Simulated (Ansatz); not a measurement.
# Single-point calculation, with input and output: HfBrCl₃

The run: single-point calculation of HfBrCl₃. Method and program: RKS PBE0-D4/def2-TZVPP (Ansatz 0.2.0).

The geometry comes from this level: PBE0-D4/def2-TZVP.

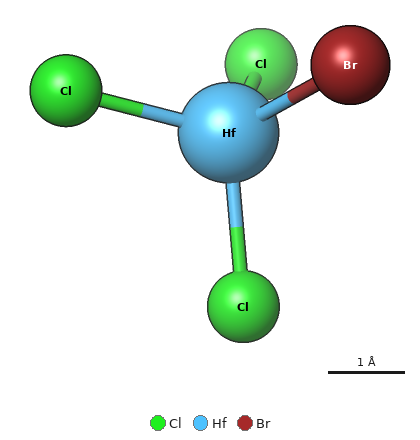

The structure as given in the input (ball-and-stick view, seen at a tilt). Sticks mark near contacts. Bond lengths as drawn: Br–Hf 2.47 Å and Cl–Hf 2.32 Å.

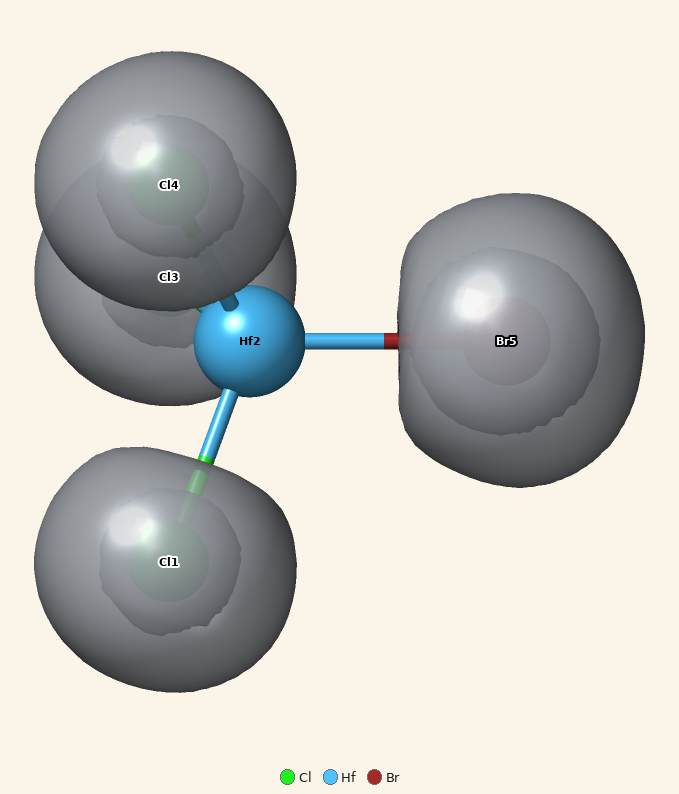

Isosurface of the electron localisation function at 0.75 (grey), seen from the side. Core shells and regions of very low density are left out. Values along the shortest contacts: Hf–Cl (2.32 Å): the ELF peaks at about 0.85 in the valence shell of Cl, 0.8 Å from its nucleus, and is about 0.35 at the midpoint. Hf–Br (2.47 Å): the ELF peaks at about 0.80 in the valence shell of Br, 1.0 Å from its nucleus, and is about 0.45 at the midpoint.

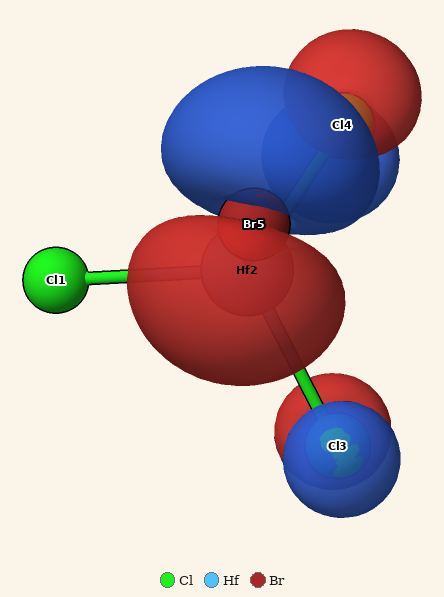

The HOMO at ±0.1 Å⁻³ᐟ² (blue and red are the two phases), seen at an oblique angle. Its energy is −9.22 eV.

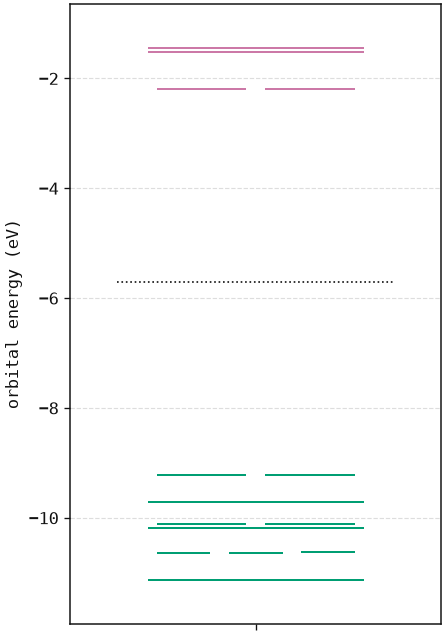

Orbital energies near the frontier; the dotted line parts filled from empty levels, and levels within 0.02 eV of each other stand side by side. Highest filled −9.22 eV, lowest empty −2.19 eV, 7.03 eV apart.

These pictures come from the run below.

The input:
```yaml
crystal:
  periodic: [false, false, false]
  atoms:
    - {symbol: Cl, position_ang: [-0.803388, -0.141168, 2.167011]}
    - {symbol: Hf, position_ang: [0.006269, -0.041774, -0.000901]}
    - {symbol: Cl, position_ang: [2.026911, -1.168195, -0.117026]}
    - {symbol: Cl, position_ang: [-1.513735, -1.042905, -1.433598]}
    - {symbol: Br, position_ang: [0.333841, 2.320442, -0.656985]}
basis:
  gaussian: {orbitals: def2-TZVPP}
hamiltonian: {xc: pbe0, dispersion: d4}
output: {orbitals: {seedname: orbitals}}
```

Launch command:
```bash
ansatz run in.yaml --threads 4 --pin off --events-out ev --progress --plain --max-ram 10444MiB
```

The program's output:
```
Functional definition: PBE0
  name "PBE0"
  cite "Adamo & Barone, J. Chem. Phys. 110, 6158 (1999) doi:10.1063/1.478522"
  cite "Perdew, Burke & Ernzerhof, Phys. Rev. Lett. 77, 3865 (1996) doi:10.1103/PhysRevLett.77.3865"
  parent pbe
  parameter a = 0.25
  parameter kappa = 0.804
  parameter beta = 0.06672455060314922
  exchange = (1 - a)*pbe_x(kappa = kappa, mu = beta*pi^2/3) + a*exact_x
  correlation = pbe_c(beta = beta)
1792 factors; their error is unknown
mean field evaluation 1: about -108908.6477 eV, gradient 2.4e1 eV
mean field evaluation 2: about -108906.2686 eV, gradient 4.0e1 eV
mean field evaluation 4: about -108909.9879 eV, gradient 1.7e0 eV
mean field evaluation 8: about -108909.9958 eV, gradient 2.8e-2 eV
mean field evaluation 16: about -108910.5370 eV, gradient 3.6e-5 eV
mean field -108910.53704504 eV, -4002.3884141919 hartree, gradient 3.6e-5 eV, S^2 0.000000; 0 other end points of the search recorded, 0 dependent functions left out
reference -108910.53707686 eV, -4002.3884153612 hartree; 49, 49 occupied and 181, 181 virtual orbitals, 1792 factors
Total energy: -108910.72402120 eV, -4002.3952854389 hartree
```

Key numbers:

```tsv
quantity	value
outcome	converged
total energy	−108910.7240 eV
mean-field energy	−108910.5371 eV
dispersion energy	−0.1869 eV
SCF solution under orbital rotations	stable
HOMO	−9.22 eV
LUMO	−2.19 eV
hardware	4 threads of Arm Neoverse V1, 23 GiB of memory available, shared host
wall time	6 s (CPU time 22 s)
peak memory	0.97 GiB
```
